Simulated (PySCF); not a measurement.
**C₃H₁₁FSi₂: density, localisation and related maps**

The calculation's input:

```
{"job": {"kind": "nmr", "xc": "PBE0", "basis": "pcSseg-1"}, "charge": 0, "multiplicity": 1}
C      2.699398    -0.137183    -0.325593
C      1.277762     0.384995    -0.149808
Si     0.112982    -0.911610     0.602169
C     -1.638605    -0.155477     0.814737
F     -1.559252     0.819697     1.823176
Si    -2.482322     0.652534    -0.702796
H      3.347319     0.629307    -0.747765
H      2.710857    -0.997592    -0.990696
H      3.117398    -0.445838     0.629702
H      0.896456     0.707932    -1.120899
H      1.300963     1.273308     0.484633
H     -0.027848    -2.076859    -0.280596
H      0.592115    -1.331069     1.923690
H     -2.298753    -0.924747     1.228972
H     -1.684602     1.802108    -1.125883
H     -3.825383     1.090268    -0.322974
H     -2.545483    -0.367744    -1.749980
```

Launched as:

```sh
OMP_NUM_THREADS=1 python probes_run.py task.json out
```

Geometry: GFN2-xTB.

Computed with PBE0/pcSseg-1, SCF density, gas phase, non-relativistic (PySCF).

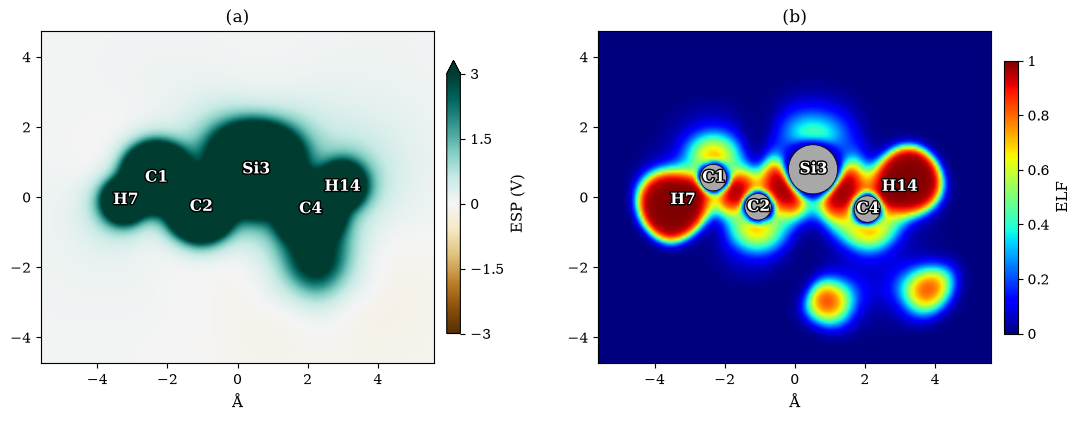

Figure 1. (a) electrostatic potential; (b) ELF on the plane of atoms C2, Si3 and C4. Grey discs cover the atomic cores in the ELF map.

> Describe what can be read from this map.

The plane passes through C, Si and H nuclei.
C–C (1.52 Å): the ELF peaks at about 0.95 between the atoms, as expected for a covalent bond.
C–Si (1.90 Å): the ELF peaks at about 0.95 between the atoms; a covalent bond.
C–H (1.09 Å): the ELF climbs to about 1 towards the hydrogen, as it does in any bond to H: an ordinary covalent bond to hydrogen.
The potential has no marked negative region in this plane.

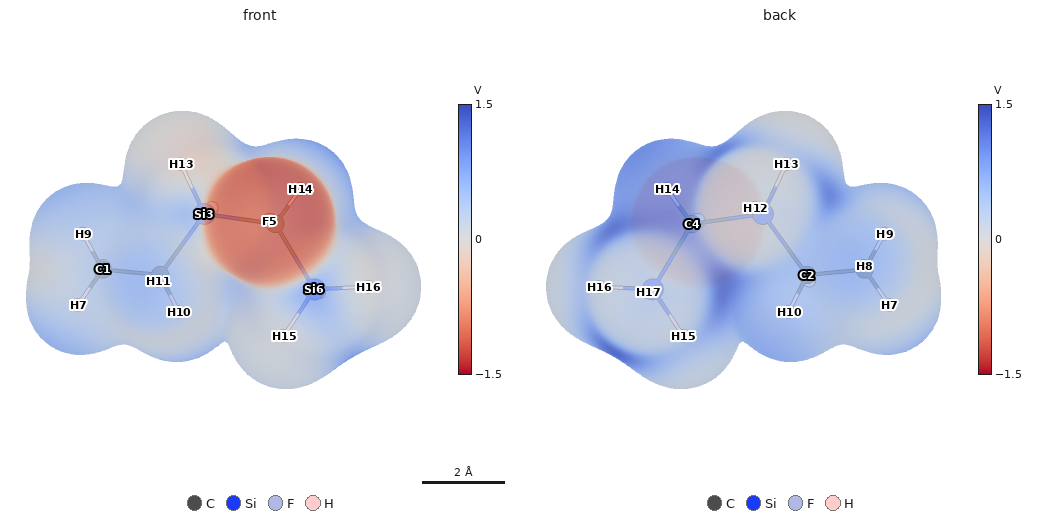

Figure 2. The electrostatic potential painted on the density surface at 0.002 e/bohr³, seen from the front and from behind; the colour scale runs from red (negative) to blue (positive).

> Where is the surface potential most negative and most positive?

The most negative region (about −1.1 V) lies over F5, the most positive (about +1.2 V) over Si3 and Si6.

> What dipole moment does the calculation give?

Its dipole moment is 1.49 D.
